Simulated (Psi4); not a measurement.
**ROHF/aug-pcseg-1 (density fitting) run of CH4Si (SMILES [CH][SiH3])**

Aim: the energy difference between two shapes of CH4Si at ROHF/aug-pcseg-1 (density fitting), from 2 runs. 

The results are computed with Psi4 1.11.

2 further runs of the same task are left out: 1 that didn't finish, 1 set aside as unsound or not needed.

**1. Starting point**

CH4Si has 6 atoms, charge 0, and is taken as a triplet. As SMILES, `[CH][SiH3]`. The shape is that of a GFN2-xTB optimisation.

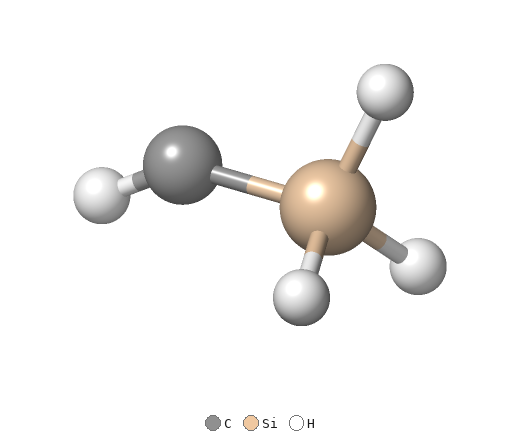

The structure, seen from a chosen angle (carbon grey, silicon light orange, hydrogen white).

**2. Energy and one-electron properties at ROHF/aug-pcseg-1 (density fitting)**

input.inp

```
memory 1600 mb

molecule geom {
  0 3
  C
  Si 1 1.808452
  H 1 1.070325 2 147.93929
  H 2 1.472661 1 110.39335 3 60.28851
  H 2 1.472543 4 108.70201 1 121.21449
  H 2 1.464205 5 109.19793 4 -119.01642
}

set {
  basis     aug-pcseg-1
  reference rohf
  scf_type  df
}

e_tot, wfn = energy("hf", return_wfn=True)
oeprop(wfn, "QUADRUPOLE", "DIPOLE", title="HF")
```

The run is started by

```
$ psi4 -n 1 input.inp input.out
```

input.out, cut to the lines that bear on the results:

```text
[...]
  Running in c1 symmetry.
[...]
  Nuclear repulsion =   49.989457425603803
[...]
  Multiplicity = 3
[...]
  Nalpha       = 13
  Nbeta        = 11
[...]
    Number of basis functions: 86
[...]
   @DF-ROHF iter   1:  -328.90560118097784   -7.65391e-01   2.43320e-03 DIIS
[...]
   @DF-ROHF iter  10:  -328.99539257111383   -2.60758e-08   4.01230e-07 DIIS
[...]
    Orbital Energies [Eh]
    ---------------------
    Doubly Occupied:
       1A    -68.750709     2A    -11.230138     3A     -6.121911
       4A     -4.237580     5A     -4.236991     6A     -4.236908
       7A     -0.866903     8A     -0.706333     9A     -0.533827
      10A     -0.490209    11A     -0.489323
    Singly Occupied:
      12A     -0.144204    13A     -0.130465
[...]
  @DF-ROHF Final Energy:  -328.99539257111383
   => Energetics <=
    Nuclear Repulsion Energy =             49.9894574256038027
    One-Electron Energy =                -553.3325643289324489
    Two-Electron Energy =                 174.3477143322148208
    Total Energy =                       -328.9953925711138254
[...]
 Multipole Moments:
 ------------------------------------------------------------------------------------
     Multipole            Electronic (a.u.)      Nuclear  (a.u.)        Total (a.u.)
 ------------------------------------------------------------------------------------
 L = 1.  Multiply by 2.5417464519 to convert [e a0] to [Debye]
 Dipole X            :          0.0004737           -0.0002777            0.0001960
 Dipole Y            :         -0.3207292            0.4761003            0.1553711
 Dipole Z            :         -0.9717316            0.8269937           -0.1447380
 Magnitude           :                                                    0.2123424
 L = 2.  Multiply by 1.3450342976 to convert [e a0^2] to [Debye ang]
 Quadrupole XX       :        -27.3063780           10.2271513          -17.0792267
 Quadrupole XY       :         -0.0013649            0.0012193           -0.0001456
[...]
```

Run time: 1.2 s. Hardware: 1 thread of Intel Xeon 6975P-C (Granite Rapids), shared host; peak memory 0.18 GiB.

**3. The distorted shape at the same level**

ch4si.inp

```
memory 1600 MB

molecule mol {
  0 3
  C      0.529711    -0.693291     0.742241
  Si    -0.442809     0.154938    -0.197269
  H      1.198148    -1.852801     0.739125
  H     -1.454234     0.003860    -0.772643
  H      0.636162     0.877030    -1.337940
  H     -0.519977     1.361397     0.726817
}

set basis aug-pcseg-1
set reference rohf
set scf_type df

E, wfn = energy('hf', return_wfn=True)
oeprop(wfn, 'QUADRUPOLE', 'DIPOLE')
print_variables()
```

The run is started by

```
$ psi4 -i ch4si.inp -o ch4si.out -n 1
```

ch4si.out, cut to the lines that bear on the results:

```text
[...]
  Running in c1 symmetry.
[...]
  Nuclear repulsion =   53.323158344750091
[...]
  Multiplicity = 3
[...]
  Nalpha       = 13
  Nbeta        = 11
[...]
    Number of basis functions: 86
[...]
   @DF-ROHF iter   1:  -328.70511322859994   -4.42112e-01   3.23290e-03 DIIS
[...]
   @DF-ROHF iter  10:  -328.84053309253812   -6.23018e-08   5.35378e-07 DIIS
[...]
    Orbital Energies [Eh]
    ---------------------
    Doubly Occupied:
       1A    -68.724824     2A    -11.256880     3A     -6.114592
       4A     -4.232559     5A     -4.226861     6A     -4.225764
       7A     -0.899856     8A     -0.693912     9A     -0.563200
      10A     -0.468899    11A     -0.435545
    Singly Occupied:
      12A     -0.176339    13A     -0.154378
[...]
  @DF-ROHF Final Energy:  -328.84053309253812
   => Energetics <=
    Nuclear Repulsion Energy =             53.3231583447500910
    One-Electron Energy =                -559.7439341759186391
    Two-Electron Energy =                 177.5802427386304601
    Total Energy =                       -328.8405330925380667
[...]
 Multipole Moments:
 ------------------------------------------------------------------------------------
     Multipole            Electronic (a.u.)      Nuclear  (a.u.)        Total (a.u.)
 ------------------------------------------------------------------------------------
 L = 1.  Multiply by 2.5417464519 to convert [e a0] to [Debye]
 Dipole X            :         -0.6836786            0.3882351           -0.2954435
 Dipole Y            :         -1.4553010            0.6763808           -0.7789202
 Dipole Z            :          0.9342979           -0.8433088            0.0909891
 Magnitude           :                                                    0.8380230
 L = 2.  Multiply by 1.3450342976 to convert [e a0^2] to [Debye ang]
 Quadrupole XX       :        -45.3658388           29.4239744          -15.9418644
 Quadrupole XY       :         19.7069649          -20.5239626           -0.8169978
[...]
```

It took 1.1 s on 1 thread of Intel Xeon 6975P-C (Granite Rapids), shared host; peak memory 0.18 GiB.

**4. Outcome**

Level: ROHF/aug-pcseg-1 (density fitting).

| quantity | value |
| --- | --- |
| first shape: total energy | -328.99539 Eh |
| first shape: dipole moment | 0.54 D |
| distorted shape: total energy | -328.84053 Eh |
| distorted shape: dipole moment | 2.13 D |
| energy change with the atoms displaced | 4.214 eV |

In words: With the atoms displaced the energy rises by 4.21 eV (407 kJ/mol). The first shape isn't relaxed at this level, so the change isn't measured from a minimum.
